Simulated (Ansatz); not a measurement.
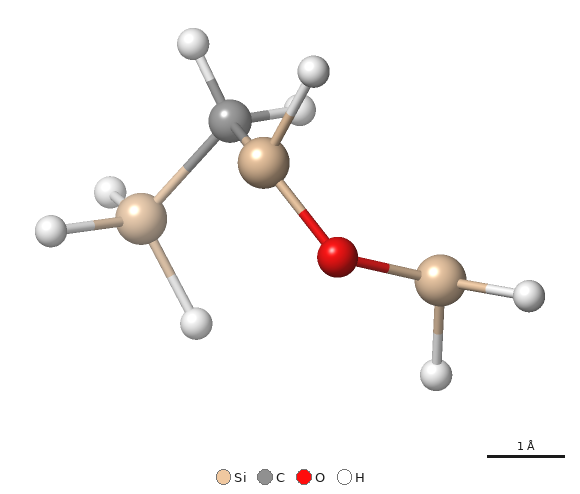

This is the input geometry for a relaxation of CH8OSi3. The picture is a ball-and-stick view, seen at a tilt.

The run prepares an end point of a later path (inversion) calculation, from a guessed geometry.

Level of theory: RKS PBE0/def2-SVP (Ansatz).

Input
```yaml
crystal:
  periodic: [false, false, false]
  atoms:
    - { symbol: Si, position_ang: [-1.1505, -1.4736, -0.6267] }
    - { symbol: C, position_ang: [-0.2203, -0.7784, 0.7778] }
    - { symbol: Si, position_ang: [1.3979, -0.25, 0.0569] }
    - { symbol: O, position_ang: [1.4816, 1.0316, -0.8536] }
    - { symbol: Si, position_ang: [0.7704, 2.4207, -0.5855] }
    - { symbol: H, position_ang: [-1.4844, -0.3717, -1.6595] }
    - { symbol: H, position_ang: [-0.4741, -2.5658, -1.2856] }
    - { symbol: H, position_ang: [-2.4637, -1.9204, -0.1491] }
    - { symbol: H, position_ang: [-0.0578, -1.5423, 1.5694] }
    - { symbol: H, position_ang: [-0.7195, 0.0571, 1.3028] }
    - { symbol: H, position_ang: [2.3683, -0.0152, 1.2119] }
    - { symbol: H, position_ang: [-0.24925, 2.76488, -1.58895] }
    - { symbol: H, position_ang: [1.73144, 3.55016, -0.62177] }
basis:
  gaussian: { orbitals: def2-SVP }
hamiltonian:
  xc: pbe0
relax:
  f_tol: 0.015
  max_steps: 40
output:
  orbitals: {}
```

Run as
```bash
ansatz run input.yaml --threads 2 --pin off --max-ram 3072MiB --backend cpu --events-out ev --progress --plain --runs-dir out
```

**Predict the outcome.**

After 19 accepted moves (20 points after the start) the energy has fallen by 346.2 kJ/mol. Largest force component: 4.9 eV/Å at the start, 0.014 eV/Å at the end. The line search rejected the trial step at point 11 of the run. Si3 moves most after the best rigid fit: 0.94 Å. Largest moves by element: Si 0.94 Å, H 0.72 Å, O 0.49 Å, C 0.11 Å. Some distances before and after: Si3–Si5 2.818 → 2.214 Å, Si3–O4 1.574 → 1.721 Å, O4–Si5 1.583 → 1.724 Å, Si1–C2 1.822 → 1.890 Å. New bonds form: Si3–Si5 (2.82 → 2.21 Å). Among the angles between lasting bonds that change: Si3–O4–Si5 126.3° → 80.0°, Si1–C2–Si3 104.8° → 114.0°, O4–Si3–H11 106.2° → 112.9°. Cost: 64 s on 2 threads of Intel(R) Xeon(R) Platinum 8375C CPU @ 2.90GHz (Ice Lake), with other jobs on the host, peak memory 0.32 GiB.

Final geometry:

```xyz
13

Si   -1.2230   -1.2655   -0.6594
C    -0.2232   -0.8148    0.8797
Si    1.0978    0.4702    0.5771
O     1.5918    0.5999   -1.0664
Si    0.9333    2.1752   -0.8252
H    -1.8015   -0.0341   -1.2770
H    -0.3661   -1.9642   -1.6593
H    -2.3486   -2.1721   -0.2747
H     0.2461   -1.7287    1.2848
H    -0.9132   -0.4407    1.6562
H     2.2465    0.3349    1.5200
H    -0.2478    2.4740   -1.6836
H     1.9379    3.2729   -0.9241
```

The end point in the same view:

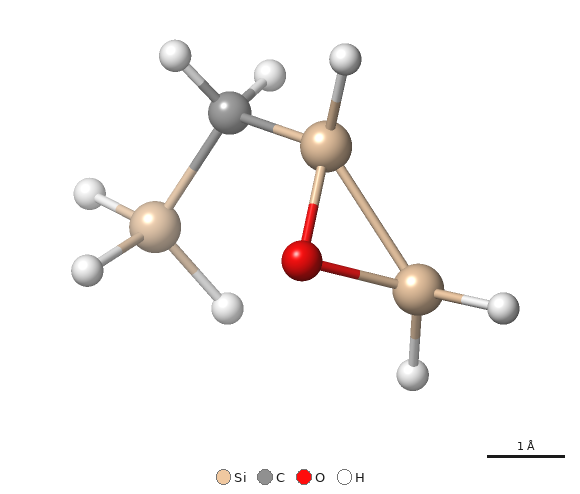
